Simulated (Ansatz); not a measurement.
# F2Ge (SMILES [F][Ge][F]): HSE06/def2-TZVPP

What is the vertical singlet–triplet gap of F2Ge at HSE06/def2-TZVPP? 

The results are computed with Ansatz 0.2.0.

## (1) The system as given

The species is F2Ge (3 atoms), typed as a singlet with charge 0. As SMILES, `[F][Ge][F]`. The coordinates come from a PBE0-D4/def2-TZVP relaxation.

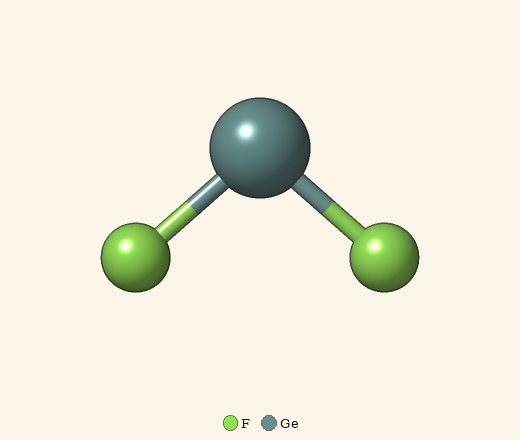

Viewed from a chosen angle; fluorine green, germanium teal.

## (2) The energy at HSE06/def2-TZVPP

run.yaml reads:

```yaml
basis:
  gaussian:
    orbitals: def2-TZVPP
crystal:
  periodic: [false, false, false]
  atoms:
    - {symbol: F, position_ang: [-0.675900, -1.101800, -0.497500]}
    - {symbol: Ge, position_ang: [0.637500, -0.295200, 0.320200]}
    - {symbol: F, position_ang: [0.027600, 1.332100, 0.164100]}
total_charge: 0
hamiltonian:
  xc: hse06
accuracy: high
output:
  orbitals: {seedname: orbitals}
```

Started as:

```console
ansatz run run.yaml --threads 1 --pin off --max-ram 3480MiB --events-out events.jsonl --progress --plain --runs-dir runs
```

Output:

```text
Warning: RAYON_NUM_THREADS=1 ignored (pool sized by the plan → 1); use --threads N
Functional definition: HSE06
  name "HSE06"
  parameter a = 0.25
  parameter omega = 0.11/bohr
  exchange = pbe_x - a*pbe_x_sr(omega) + a*exact_x_sr(omega)
  correlation = pbe_c
1632 factors; integrals over basis functions are off by at most 5.2e-9 eV
72 factors; integrals over basis functions are off by at most 1.3e-9 eV
mean field evaluation 1: about -61939.9703 eV, gradient 5.2e1 eV
mean field evaluation 2: about -61922.6944 eV, gradient 1.2e2 eV
mean field evaluation 4: about -61943.9490 eV, gradient 1.2e0 eV
mean field evaluation 8: about -61944.0108 eV, gradient 8.4e-2 eV
mean field evaluation 16: about -61944.0109 eV, gradient 2.2e-6 eV
mean field -61944.01085718 eV, -2276.4004118427 hartree, gradient 1.6e-8 eV, S^2 0.000000; 0 other end points of the search recorded, 0 dependent functions left out
reference -61944.01085929 eV, -2276.4004119204 hartree; 25, 25 occupied and 85, 85 virtual orbitals, 1632 factors
Total energy: -61944.01085929 eV, -2276.4004119204 hartree
```

Wall time 5.4 s (1 thread of Intel Xeon 6975P-C (Granite Rapids), shared host); peak memory 0.32 GiB.

## (3) The triplet at the same level

input.yaml reads:

```yaml
basis:
  gaussian: {orbitals: def2-TZVPP}
crystal:
  periodic: [false, false, false]
  atoms:
    - {symbol: F, position_ang: [-0.675900, -1.101800, -0.497500]}
    - {symbol: Ge, position_ang: [0.637500, -0.295200, 0.320200]}
    - {symbol: F, position_ang: [0.027600, 1.332100, 0.164100]}
accuracy: high
output: {orbitals: {seedname: orbitals}}
magnetization: {spin_polarized: true, initial_magnetization: 2}
hamiltonian: {xc: {name: HSE06}}
```

Started as:

```console
ansatz run input.yaml --threads 1 --pin off --max-ram 3480MiB --events-out events.jsonl --progress --plain --runs-dir runs
```

Output:

```text
Warning: RAYON_NUM_THREADS=1 ignored (pool sized by the plan → 1); use --threads N
[... 6 set-up lines as earlier in the session ...]
1632 factors; integrals over basis functions are off by at most 5.2e-9 eV
72 factors; integrals over basis functions are off by at most 1.3e-9 eV
mean field evaluation 1: about -61936.9295 eV, gradient 3.4e1 eV
mean field evaluation 2: about -61921.6980 eV, gradient 7.7e1 eV
mean field evaluation 4: about -61940.3736 eV, gradient 1.2e0 eV
mean field evaluation 8: about -61940.4445 eV, gradient 6.2e-2 eV
mean field evaluation 16: about -61940.4445 eV, gradient 1.3e-5 eV
mean field -61940.44451453 eV, -2276.2693511679 hartree, gradient 4.9e-8 eV, S^2 2.003041; 0 other end points of the search recorded, 0 dependent functions left out
reference -61940.44451705 eV, -2276.2693512602 hartree; 26, 24 occupied and 84, 86 virtual orbitals, 1632 factors
Total energy: -61940.44451705 eV, -2276.2693512602 hartree
```

Run time: 8.1 s. Hardware: 1 thread of Intel Xeon 6975P-C (Granite Rapids), shared host; peak memory 0.44 GiB.

## (4) Summary of results

Level: HSE06/def2-TZVPP.

| quantity | value |
| --- | --- |
| singlet: total energy | -2276.40041 Eh |
| singlet: HOMO energy | -8.53 eV |
| singlet: LUMO energy | -2.95 eV |
| singlet: HOMO–LUMO gap | 5.57 eV |
| triplet: total energy | -2276.26935 Eh |
| triplet: HOMO energy (highest over α and β) | -5.11 eV |
| triplet: ⟨S²⟩ | 2.003 |
| vertical energy of the triplet above the singlet | 3.566 eV |

In words: At this shape the triplet lies 3.57 eV (82 kcal/mol) above the singlet.
